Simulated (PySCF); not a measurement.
**C₃HCl₂FO, SMILES `O=C(Cl)/C=C(/F)Cl`: what the electrons do**

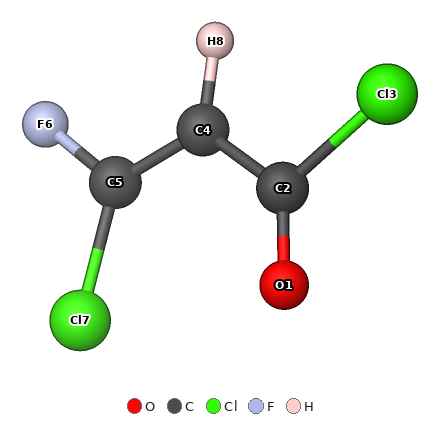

The molecule, with its atoms numbered as below. No frequency check shows the geometry to be a minimum.

Coordinates in Å:

```
O1      -0.8510    1.4925    0.0000
C2      -1.0567    0.3213    0.0000
Cl3     -2.7135   -0.2916    0.0000
C4      -0.0998   -0.7715    0.0000
C5       1.2259   -0.5728    0.0000
F6       2.0496   -1.6169    0.0000
Cl7      2.0323    0.9111    0.0000
H8      -0.4750   -1.7826    0.0000
```

### 1. Bonding charge

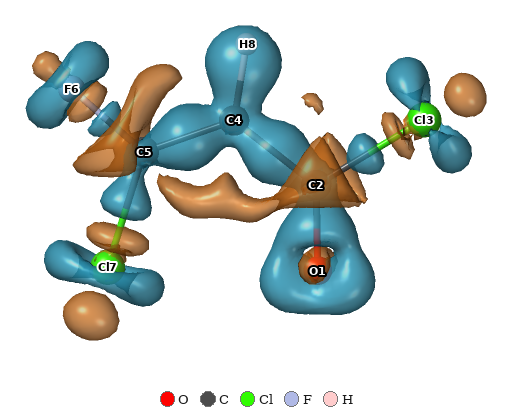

Deformation density (molecule less spherical, spin-averaged free atoms at the same positions), surfaces at ±0.09 e/Å³; light blue: gain, orange: loss.

Level of theory: TPSS/def2-SVPD (PySCF), at a geometry from GFN2-xTB.

How much density has each bond gained at its critical point, relative to the free atoms?

Answer. C4–H8: +0.71 e/Å³ at the bond critical point (bond length 1.08 Å). C4–C5: +0.65 e/Å³ at the bond critical point (bond length 1.34 Å). O1–C2: +0.65 e/Å³ at the bond critical point (bond length 1.19 Å). C2–C4: +0.54 e/Å³ at the bond critical point (bond length 1.45 Å). C5–Cl7: +0.28 e/Å³ at the bond critical point (bond length 1.69 Å). C2–Cl3: +0.19 e/Å³ at the bond critical point (bond length 1.77 Å). C5–F6: +0.03 e/Å³ at the bond critical point (bond length 1.33 Å); up to 0.6 Å beside the axis the gain reaches +0.26 e/Å³. In all, 1.9 electrons gather in the regions of gain relative to the promolecule. A small or negative value marks a very polar bond, one between electron-rich atoms, whose free-atom densities already overlap strongly, a long bond to a heavier atom, or a closed-shell contact such as a hydrogen bond.

Where do the Hirshfeld charges lie?

Answer. The highest Hirshfeld charge is on C2 (+0.16 e), the lowest on O1 (−0.21 e).

```
atom  charge (e)
  O1       −0.21
  C2       +0.16
 Cl3       −0.07
  C4       −0.07
  C5       +0.14
  F6       −0.05
 Cl7       +0.04
  H8       +0.06
```

### 2. Local ionisation energy

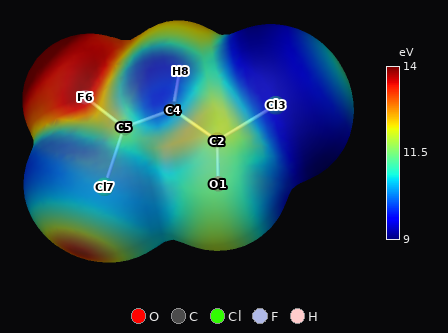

Average local ionisation energy on the surface of electron density 0.001 a.u.

Where are the most loosely bound electrons on this surface?

Answer. The lowest value is 9.0 eV, 2.1 Å from Cl3. Further minima include 9.2 eV, near Cl3 (2.12 Å) and H8 (2.32 Å); 9.4 eV, off the molecular plane, over C4 (2.0 Å), and at like points elsewhere; 9.9 eV, 2.1 Å from Cl7. For comparison, the highest occupied orbital lies at −7.3 eV.

What volume does the surface enclose, and what is the dipole moment?

Answer. About 128 Å³; the dipole moment is 2.2 D.

### 3. Removing or adding an electron

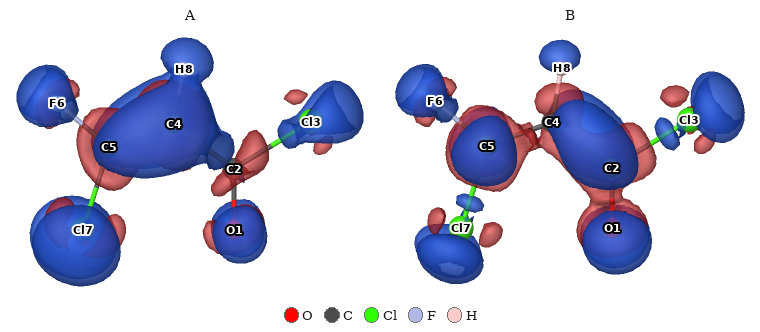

The two Fukui functions at ±0.02 e/Å³ (blue positive, red negative).

Method: PBE0/def2-SVPD; geometry: GFN2-xTB; program: PySCF.

Which panel is f⁻ (electron removed) and which f⁺ (electron added)?

Answer. A is f⁻, B is f⁺. f⁻ (Hirshfeld-condensed) is largest on Cl7 (0.27), C4 (0.20) and Cl3 (0.16); the vertical ionisation energy is 10.66 eV (the stability of the cation's solution wasn't checked). f⁺ (Hirshfeld-condensed) is largest on Cl3 (0.19), Cl7 (0.18) and O1 (0.15); the vertical electron affinity is 0.76 eV (the stability of the anion's solution wasn't checked; the anion's highest orbital has positive energy, so this value and f⁺ depend on the basis).

What chemical potential and hardness follow from the two energies?

Answer. μ = −(I + A)/2 = −5.71 eV and η = I − A = 9.90 eV.

### 4. Localised orbitals

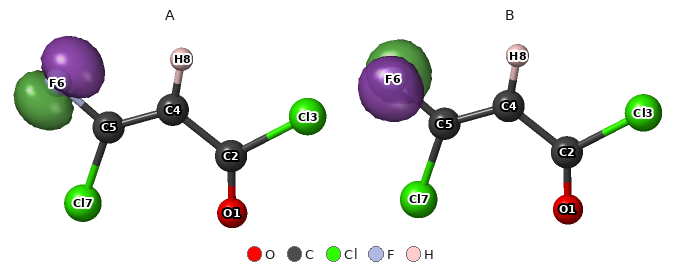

Intrinsic bond orbitals (IBO), occupied; each surface holds about 80 % of the orbital's density. Energies are diagonal elements of the Fock matrix.

Level of theory: ωB97X/def2-TZVP (PySCF), at a geometry from GFN2-xTB.

Identify each orbital.

Answer. By panel:
- A: lone pair on F6 (p-type) (F6 98 %; −16.4 eV)
- B: lone pair on F6 (p-type) (F6 95 %; −16.5 eV)

The PySCF runs shown took 99 s, 3.5 min and 71 s on 1 thread of Intel(R) Xeon(R) Processor @ 2.50GHz (Skylake/Cascade Lake), with other jobs on the host.
